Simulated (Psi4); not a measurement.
# SnHSCl (SMILES [SH][Sn][Cl]) at B2PLYP/def2-SVP (core potential, density fitting for correlation)

Aim: the energy change on altering one bond length of SnHSCl at B2PLYP/def2-SVP (core potential, density fitting for correlation), from 2 runs. Input form: a Python script.

Program for the calculation: Psi4 1.11.

1 further run of the same task is left out (it didn't finish).

### 1 The molecule

SnHSCl has 4 atoms, charge 0, and is taken as a singlet. SMILES: `[SH][Sn][Cl]`. Geometry: relaxed at PBE0-D4/def2-TZVP.

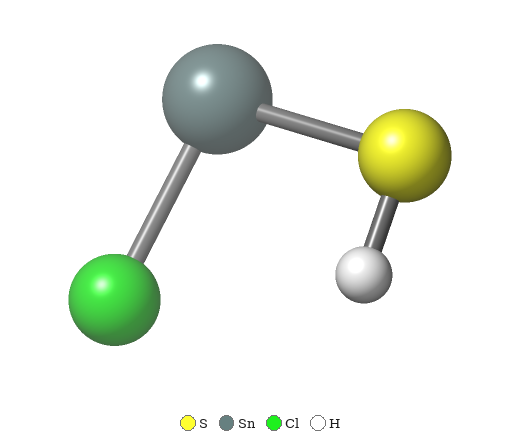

Viewed from a chosen angle; sulfur yellow, tin teal, chlorine green, hydrogen white.

### 2 The energy at B2PLYP/def2-SVP (core potential, density fitting for correlation)

Contents of clhssn.py:

```python
import psi4

psi4.set_memory(1600000000)
psi4.set_num_threads(1)
psi4.set_output_file('psi4.out', False)

m = psi4.geometry("""
S
Sn 1 2.427297
Cl 2 2.379286 1 96.54851
H 1 1.344171 2 93.12835 3 -0.01256
symmetry c1
no_reorient
no_com
""")

options = {'puream': True, 'e_convergence': 1e-09, 'd_convergence': 1e-08, 'scf_type': 'pk', 'dft_radial_points': 99, 'dft_spherical_points': 590, 'num_frozen_docc': 14}
psi4.set_options(options)

result = psi4.energy('b2plyp/def2-SVP')
print(f'b2plyp/def2-SVP energy: {result:.10f} Eh')
for k, v in sorted(psi4.core.scalar_variables().items()):
    print(f'{k:45s} {v:18.10f}')
```

Run with:

```bash
python clhssn.py
```

psi4.out:

```text
[...]
    !!!  WARNING: ECP capability is in beta. Please check occupations closely.  !!!
[...]
  Running in c1 symmetry.
[...]
  Nuclear repulsion =  213.489053618074223
[...]
  Multiplicity = 1
[...]
  Nalpha       = 28
  Nbeta        = 28
[...]
    Number of basis functions: 67
[...]
   @RKS iter   1: -1072.35350298988374   -1.46853e+00   5.24647e-03 ADIIS/DIIS
[...]
   @RKS iter  12: -1072.42801719890554   -2.27374e-12   1.80796e-09 DIIS
[...]
    Orbital Energies [Eh]
    ---------------------
    Doubly Occupied:
       1A   -102.850747     2A    -90.127065     3A     -9.883689
       4A     -8.356766     5A     -7.527872     6A     -7.524599
       7A     -7.523900     8A     -6.207793     9A     -6.205334
      10A     -6.203058    11A     -5.451669    12A     -3.732032
      13A     -3.727953    14A     -3.724097    15A     -1.184037
      16A     -1.181246    17A     -1.179030    18A     -1.177575
      19A     -1.173529    20A     -0.896433    21A     -0.814026
      22A     -0.532040    23A     -0.458770    24A     -0.384174
      25A     -0.371480    26A     -0.359188    27A     -0.314523
      28A     -0.298128
[...]
  @RKS Final Energy: -1072.42801719890554
   => Energetics <=
    Nuclear Repulsion Energy =            213.4890536180742231
    One-Electron Energy =               -1988.4921378167159673
    Two-Electron Energy =                 737.1791888992083841
    DFT Exchange-Correlation Energy =     -34.6041218994722186
    Empirical Dispersion Energy =           0.0000000000000000
    VV10 Nonlocal Energy =                  0.0000000000000000
    Total Energy =                      -1072.4280171989055361
[...]
 Multipole Moments:
 ------------------------------------------------------------------------------------
     Multipole            Electronic (a.u.)      Nuclear  (a.u.)        Total (a.u.)
 ------------------------------------------------------------------------------------
 L = 1.  Multiply by 2.5417464519 to convert [e a0] to [Debye]
 Dipole X            :         -0.0003025            0.0003890            0.0000865
 Dipole Y            :         31.8211137          -31.1460929            0.6750207
 Dipole Z            :         29.9918759          -29.6062429            0.3856330
 Magnitude           :                                                    0.7774097
[...]
```

The script printed:

```text
b2plyp/def2-SVP energy: -1072.5459848889 Eh
B2PLYP DOUBLE-HYBRID CORRECTION ENERGY             -0.1179676900
B2PLYP TOTAL ENERGY                             -1072.5459848889
CURRENT ENERGY                                  -1072.5459848889
CURRENT REFERENCE ENERGY                        -1072.4280171989
DD SOLVATION ENERGY                                 0.0000000000
DFT FUNCTIONAL TOTAL ENERGY                     -1072.4280171989
DFT TOTAL ENERGY                                -1072.5459848889
DFT VV10 ENERGY                                     0.0000000000
DFT XC ENERGY                                     -34.6041218995
DOUBLE-HYBRID CORRECTION ENERGY                    -0.1179676900
GRID ELECTRONS ALPHA                               27.9999995500
GRID ELECTRONS BETA                                27.9999995500
GRID ELECTRONS TOTAL                               55.9999991000
NUCLEAR REPULSION ENERGY                          213.4890536181
ONE-ELECTRON ENERGY                             -1988.4921378167
PCM POLARIZATION ENERGY                             0.0000000000
PE ENERGY                                           0.0000000000
SCF ITERATION ENERGY                            -1072.4280171989
SCF ITERATIONS                                     12.0000000000
SCF TOTAL ENERGY                                -1072.4280171989
TWO-ELECTRON ENERGY                               737.1791888992
XC GRID RADIAL POINTS                              99.0000000000
XC GRID SPHERICAL POINTS                          590.0000000000
XC GRID TOTAL POINTS                           218793.0000000000
```

Wall time 10 s (1 thread of AMD EPYC 7R43 (Zen 3), shared host); peak memory 0.58 GiB.

### 3 The distorted shape at the same level

Contents of clhssn.py:

```python
import psi4

psi4.set_memory('1600 MB')
psi4.set_num_threads(1)
psi4.core.set_output_file('clhssn.out', False)

mol = psi4.geometry("""
S      0.79919352     3.33448978    -0.79346765
Sn    -2.63749075    -0.66461668    -0.64590839
Cl     0.16780768    -3.68553286     1.14857554
H      2.67191211     1.94516313     0.21394534
units au
symmetry c1
""")

psi4.set_options({
    'puream': True,
    'e_convergence': 1e-09,
    'd_convergence': 1e-08,
    'scf_type': 'pk',
    'dft_radial_points': 99,
    'dft_spherical_points': 590,
    'num_frozen_docc': 14,
})

result = psi4.energy('b2plyp/def2-SVP')
print(f'b2plyp/def2-SVP energy: {result:.10f} Eh')
```

Run with:

```bash
python clhssn.py
```

clhssn.out:

```text
[...]
    !!!  WARNING: ECP capability is in beta. Please check occupations closely.  !!!
[...]
  Running in c1 symmetry.
[...]
  Nuclear repulsion =  199.821993032555639
[...]
  Multiplicity = 1
[...]
  Nalpha       = 28
  Nbeta        = 28
[...]
    Number of basis functions: 67
[...]
   @RKS iter   1: -1072.31933146449092   -1.61942e+00   5.53310e-03 DIIS/ADIIS
[...]
   @RKS iter  12: -1072.41334251582725   -1.04592e-11   6.26396e-09 DIIS
[...]
    Orbital Energies [Eh]
    ---------------------
    Doubly Occupied:
       1A   -102.862456     2A    -90.107108     3A     -9.895168
       4A     -8.333006     5A     -7.539326     6A     -7.536100
       7A     -7.535335     8A     -6.184389     9A     -6.182075
      10A     -6.179094    11A     -5.470245    12A     -3.750645
      13A     -3.745616    14A     -3.742751    15A     -1.201575
      16A     -1.198708    17A     -1.195847    18A     -1.194046
      19A     -1.191025    20A     -0.905061    21A     -0.774789
      22A     -0.532335    23A     -0.430175    24A     -0.382815
      25A     -0.378945    26A     -0.366479    27A     -0.289887
      28A     -0.281614
[...]
  @RKS Final Energy: -1072.41334251582725
   => Energetics <=
    Nuclear Repulsion Energy =            199.8219930325556390
    One-Electron Energy =               -1961.1147632311719917
    Two-Electron Energy =                 723.4567406133169243
    DFT Exchange-Correlation Energy =     -34.5773129305278673
    Empirical Dispersion Energy =           0.0000000000000000
    VV10 Nonlocal Energy =                  0.0000000000000000
    Total Energy =                      -1072.4133425158272530
[...]
 Multipole Moments:
 ------------------------------------------------------------------------------------
     Multipole            Electronic (a.u.)      Nuclear  (a.u.)        Total (a.u.)
 ------------------------------------------------------------------------------------
 L = 1.  Multiply by 2.5417464519 to convert [e a0] to [Debye]
 Dipole X            :        -45.5888663           44.3918135           -1.1970528
 Dipole Y            :         -8.2813717            7.8313275           -0.4500442
 Dipole Z            :        -11.6823683           11.4465752           -0.2357931
 Magnitude           :                                                    1.3004129
[...]
```

The script printed:

```text
b2plyp/def2-SVP energy: -1072.5318213168 Eh
```

Wall time 9.9 s (1 thread of AMD EPYC 7R43 (Zen 3), shared host); peak memory 0.57 GiB.

### 4 Results

At B2PLYP/def2-SVP (core potential, density fitting for correlation), 14 core orbitals frozen:

| quantity | value |
| --- | --- |
| first shape: total energy | -1072.54598 Eh |
| first shape: HOMO energy (SCF part's orbitals) | -8.11 eV |
| first shape: LUMO energy (SCF part's orbitals) | -1.67 eV |
| first shape: HOMO–LUMO gap (SCF part's orbitals) | 6.44 eV |
| distorted shape: total energy | -1072.53182 Eh |
| distorted shape: HOMO energy (SCF part's orbitals) | -7.66 eV |
| distorted shape: LUMO energy (SCF part's orbitals) | -2.15 eV |
| distorted shape: HOMO–LUMO gap (SCF part's orbitals) | 5.51 eV |
| energy change with the S1–Sn2 bond stretched from 2.427 to 2.791 Å | 0.385 eV |

With the S1–Sn2 bond stretched from 2.427 to 2.791 Å the energy rises by 0.39 eV (8.9 kcal/mol). The first shape isn't relaxed at this level, so the change isn't measured from a minimum.
